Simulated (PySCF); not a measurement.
C3H3Cl3, SMILES `C#C.ClC(Cl)Cl`.

PySCF calculation, CAM-B3LYP/6-31+G*, gas phase; geometry: GFN2-xTB. GFN2-xTB bond lengths at metals and heavier atoms can be off by up to 0.1 Å and shapes distorted, which carries into these values.

Input

```python
import numpy as np
from pyscf import gto, scf, dft
from pyscf.scf import atom_ks, atom_hf
from scipy.linalg import block_diag
from pyscf.dispersion import dftd3

def solve(mol, dm0=None, hcore=None):
    mf = (dft.UKS if mol.spin else dft.RKS)(mol, xc='camb3lyp')
    mf.grids.level = 3
    mf = mf.density_fit(auxbasis='def2-universal-jkfit')
    mf.conv_tol, mf.max_cycle = 1e-8, 80
    if hcore is not None:
        mf.get_hcore = lambda *args: hcore
    mf.kernel(dm0)
    if not mf.converged:
        mf = mf.newton().run(mf.mo_coeff, mf.mo_occ, max_cycle=30)
    assert mf.converged, 'SCF not converged'
    return mf

mol = gto.M(atom='''
C     -3.18103     0.55695    -0.11396
C     -3.15349    -0.63767    -0.12839
H     -3.20815     1.60673    -0.09999
H     -3.13601    -1.68773    -0.14055
Cl     0.72904     1.48601     0.82214
C      0.28442    -0.00479    -0.01925
Cl     1.02022    -0.03892    -1.62773
Cl     0.80669    -1.41002     0.91939
H     -0.80655    -0.03621    -0.12448
''', basis='6-31+g*', charge=0, spin=0, verbose=4)
mol_a = gto.M(atom='''
C     -3.18103     0.55695    -0.11396
C     -3.15349    -0.63767    -0.12839
H     -3.20815     1.60673    -0.09999
H     -3.13601    -1.68773    -0.14055
ghost-Cl     0.72904     1.48601     0.82214
ghost-C      0.28442    -0.00479    -0.01925
ghost-Cl     1.02022    -0.03892    -1.62773
ghost-Cl     0.80669    -1.41002     0.91939
ghost-H     -0.80655    -0.03621    -0.12448
''', basis='6-31+g*', charge=0, spin=0, verbose=4)
mol_b = gto.M(atom='''
ghost-C     -3.18103     0.55695    -0.11396
ghost-C     -3.15349    -0.63767    -0.12839
ghost-H     -3.20815     1.60673    -0.09999
ghost-H     -3.13601    -1.68773    -0.14055
Cl     0.72904     1.48601     0.82214
C      0.28442    -0.00479    -0.01925
Cl     1.02022    -0.03892    -1.62773
Cl     0.80669    -1.41002     0.91939
H     -0.80655    -0.03621    -0.12448
''', basis='6-31+g*', charge=0, spin=0, verbose=4)
ab, a, b = solve(mol), solve(mol_a), solve(mol_b)
e_int = ab.e_tot - a.e_tot - b.e_tot
print('counterpoise-corrected interaction energy / kcal/mol', e_int * 627.5095)
def disp(atoms, charge):
    m = gto.M(atom=atoms, charge=charge, basis='sto-3g', spin=None, unit='Bohr', verbose=0)
    return dftd3.DFTD3Dispersion(m, xc='camb3lyp', version='d3bj').get_dispersion()['energy']
e_disp = disp(mol._atom, mol.charge) - disp(mol._atom[:4], mol_a.charge) - disp(mol._atom[4:], mol_b.charge)
print('D3(BJ) part / kcal/mol', e_disp * 627.5095)
# spherically averaged free atoms, for the promolecule
atm = atom_ks.get_atm_nrks(mol, xc='camb3lyp')
pro = block_diag(*[(atm[a[0]][2] * atm[a[0]][3]) @ atm[a[0]][2].T for a in mol._atom])
np.savez('result.npz', e_int=e_int, e_disp=e_disp, dm_a=a.make_rdm1(), dm_b=b.make_rdm1(), c=ab.mo_coeff, occ=ab.mo_occ, eps=ab.mo_energy, pro=pro, d=[f.dip_moment(verbose=0) for f in (ab, a, b)])
```

Run with:

```sh
OMP_NUM_THREADS=1 python input.py
```

The run took 40 s on 1 thread of Arm Neoverse V2, with other jobs on the host, peak memory 0.69 GiB.

Partitions, critical points and surface values were worked out afterwards from this run's density.

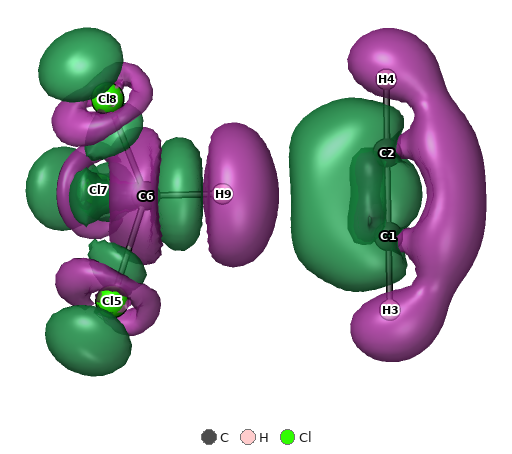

Density of the complex less the densities of the two fragments at the same geometry, ±0.0015 e/Å³ (green: gain, purple: loss). Fragment A: H2C2 (atoms 1–4); fragment B: HCCl3.

> How is the density rearranged on binding?

Hirshfeld charges show 0.015 e passing from A to B. By Hirshfeld charges, electrons gather most on Cl8 (−0.007 e) and leave H9 most (+0.009 e); 0.07 e is displaced in all, which induces a dipole of 0.56 D.

> What is the interaction energy, and which contacts carry it?

The counterpoise-corrected interaction energy of the frozen fragments is −1.3 kcal/mol without dispersion correction and −2.8 kcal/mol with D3(BJ). The pair geometry is semi-empirical, not a minimum at this level. The pose is a local one from a semi-empirical search, not shown to be the most stable.
